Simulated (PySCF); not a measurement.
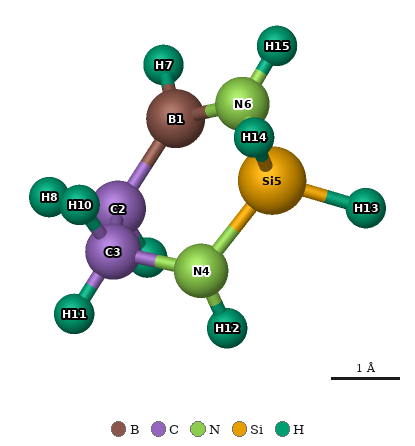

Figure 1. The structure as given in the input (ball-and-stick view, seen at a tilt; atoms are numbered from 1 in the order of the input).

## C2H9BN2Si: NMR shielding calculation

- system: C2H9BN2Si
- method: GIAO PBE0/pcSseg-1 NMR shielding, non-relativistic, gas phase (PySCF 2.14.0)

The geometry comes from this level: GFN2-xTB. Figures and captions count atoms from 1; the log counts them from 0 in places.

## What the program printed
```
coarse grid: 12592 points
cycle   1  E = -505.0427892004  dE =  6.569e-01  |g| = 5.427e-01  |ddm| = 3.412e+00
cycle   2  E = -505.0032475041  dE =  3.954e-02  |g| = 6.975e-01  |ddm| = 1.099e+00
cycle   3  E = -505.1114315847  dE = -1.082e-01  |g| = 6.560e-02  |ddm| = 6.573e-01
cycle   4  E = -505.1122340980  dE = -8.025e-04  |g| = 2.888e-02  |ddm| = 7.961e-02
cycle   5  E = -505.1124331711  dE = -1.991e-04  |g| = 6.086e-03  |ddm| = 2.750e-02
cycle   6  E = -505.1124403973  dE = -7.226e-06  |g| = 2.015e-03  |ddm| = 6.274e-03
final grid: 115888 points
cycle   7  E = -505.1400374862  dE = -2.656e-05  |g| = 8.658e-03  |ddm| = 2.265e-02
cycle   8  E = -505.1400253453  dE =  1.214e-05  |g| = 1.140e-02  |ddm| = 1.789e-02
cycle   9  E = -505.1400554977  dE = -3.015e-05  |g| = 7.244e-04  |ddm| = 1.004e-02
cycle  10  E = -505.1400556006  dE = -1.029e-07  |g| = 2.539e-04  |ddm| = 7.396e-04
cycle  11  E = -505.1400556144  dE = -1.385e-08  |g| = 2.960e-05  |ddm| = 2.137e-04
cycle  12  E = -505.1400556146  dE = -1.895e-10  |g| = 9.976e-06  |ddm| = 4.347e-05
```

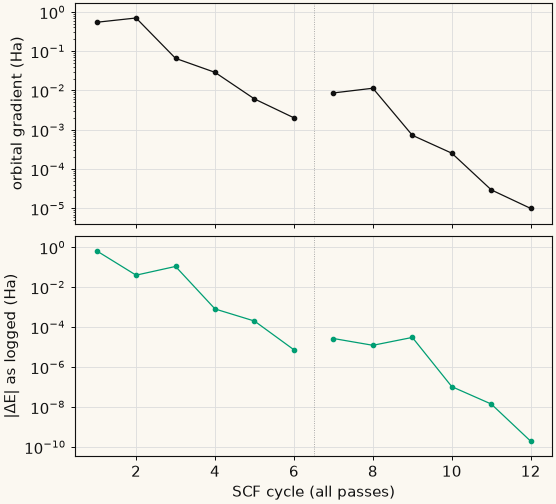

Figure 2. Convergence of the self-consistent field: orbital gradient and size of the energy change against the SCF cycle. The dotted line marks the change from a coarse to the final integration grid. The first 6 cycles use a coarse grid, the final grid takes over at cycle 7, and the field converges after 12 cycles in all.

```
converged SCF energy = -505.1400556146

GIAO shielding tensors (ppm)
atom      isotropic    diamagn.    paramagn.     s11        s22        s33       span
  0 B       53.973     192.846    -138.873     11.279     33.252    117.390    106.111
  1 C      160.447     251.793     -91.346    138.379    166.912    176.050     37.671
  2 C      144.982     244.282     -99.300    121.777    148.541    164.629     42.852
  3 N      238.190     323.968     -85.778    219.001    229.659    265.909     46.908
  4 Si     389.258     880.406    -491.148    366.288    381.369    420.118     53.830
  5 N      142.060     323.816    -181.756     36.867    155.009    234.305    197.439
  6 H       26.129      29.700      -3.572     25.356     25.972     27.058      1.702
  7 H       30.630      30.911      -0.281     26.246     28.322     37.322     11.076
  8 H       30.913      31.551      -0.638     27.623     29.427     35.688      8.065
  9 H       28.722      30.823      -2.101     24.032     28.288     33.845      9.813
 10 H       28.506      29.635      -1.129     22.579     28.067     34.872     12.293
 11 H       30.955      33.341      -2.386     23.238     28.622     41.006     17.769
 12 H       26.679      29.107      -2.428     23.644     24.142     32.250      8.606
 13 H       26.352      28.975      -2.624     22.488     24.634     31.933      9.445
 14 H       27.597      30.057      -2.461     23.316     25.383     34.091     10.775
```

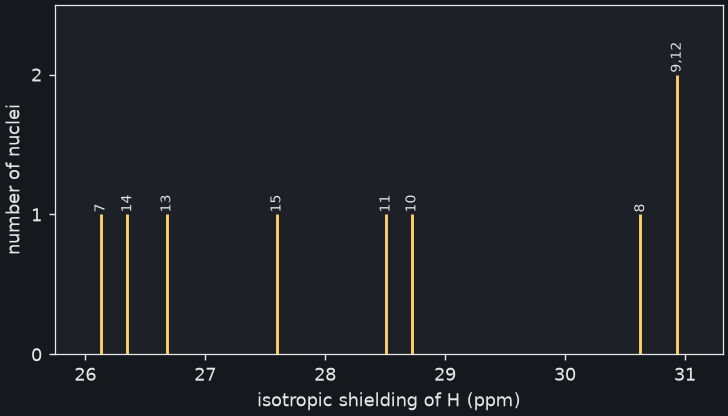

Figure 3. Isotropic shieldings of the hydrogen nuclei in this fixed geometry, labelled by atom number; shielding grows to the right, so chemical shift grows to the left. The least shielded is H7 (26.1 ppm), the most shielded H12 (31.0 ppm).

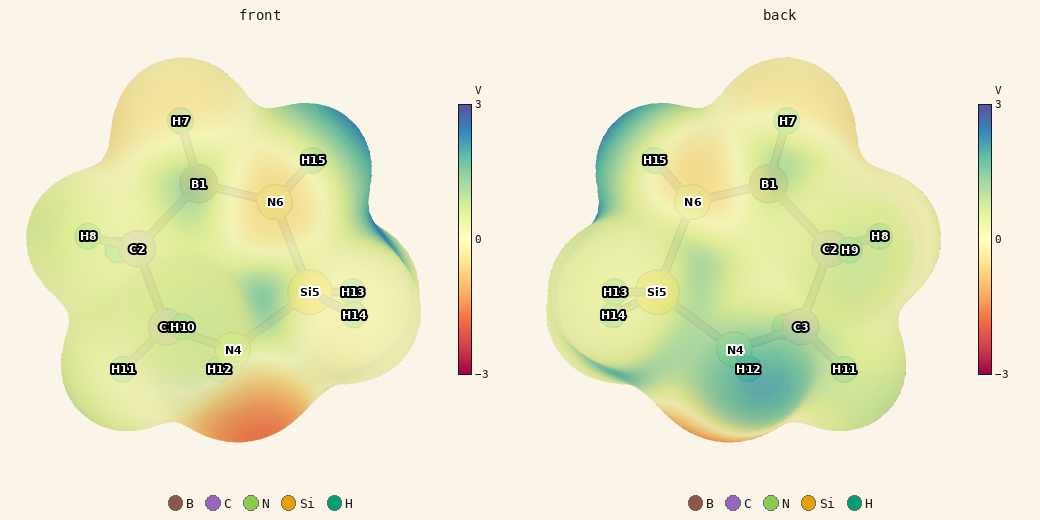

Figure 4. The molecular electrostatic potential painted on the density surface at 0.004 e/bohr³, seen face on and from behind; red is negative and blue positive.

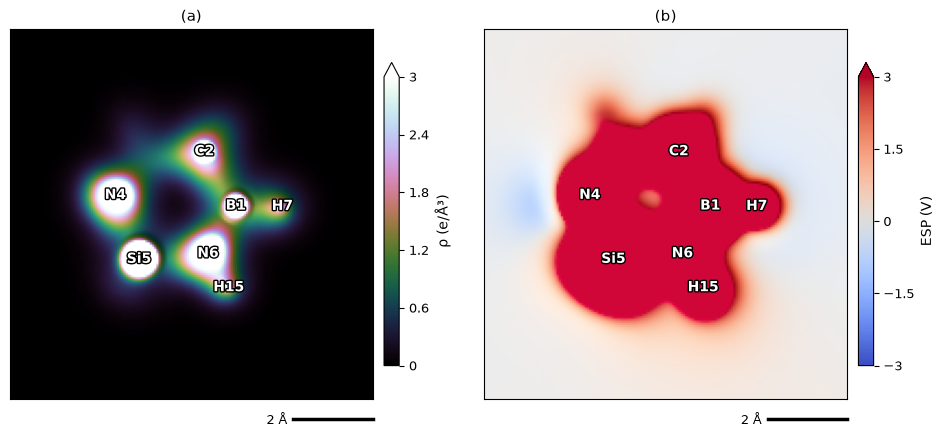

Figure 5. (a) electron density; (b) electrostatic potential on the plane of atoms B1, N6 and Si5. The section cuts through B, C, N, Si and H sites. B–N (1.39 Å): ρ at the midpoint is about 1.9 e/Å³. C–B (1.59 Å): ρ is about 1.4 e/Å³ halfway. Si–N (1.72 Å): ρ is about 1.1 e/Å³ halfway.

This output came from the following input.

## Input file
```
{"job": {"kind": "nmr", "xc": "PBE0", "basis": "pcSseg-1"}, "charge": 0, "multiplicity": 1}
B     -1.049887     1.140056     0.230689
C     -1.395972    -0.341647    -0.240446
C     -0.310636    -1.371175     0.095862
N      0.996918    -1.029128    -0.438616
Si     1.656585     0.473468     0.071700
N      0.284394     1.507900     0.404961
H     -1.902766     1.928029     0.420492
H     -2.340132    -0.681382     0.191483
H     -1.547010    -0.338304    -1.325508
H     -0.207436    -1.431626     1.183046
H     -0.588305    -2.365491    -0.270718
H      1.074644    -1.270434    -1.414592
H      2.466278     1.067624    -0.992362
H      2.378594     0.277131     1.334625
H      0.480317     2.442968     0.727471
```

The first line tells a small driver script what to run in PySCF; the rest is the geometry in Å.

Launch command:
```bash
OMP_NUM_THREADS=1 python <driver script> task.json out
```

## Results in brief

| quantity | value |
| --- | --- |
| outcome | converged |
| total energy | −505.140056 hartree |
| HOMO | −6.70 eV |
| LUMO | 0.44 eV |
| dipole moment | 0.81 D |
| isotropic shielding, B | 54.0 ppm |
| isotropic shielding, C | 145.0 to 160.4 ppm |
| isotropic shielding, N | 142.1 to 238.2 ppm |
| isotropic shielding, Si | 389.3 ppm |
| isotropic shielding, H | 26.1 to 31.0 ppm |
| hardware | 1 CPU thread, shared host |
| wall time | 41 s |
| peak memory | 0.72 GiB |
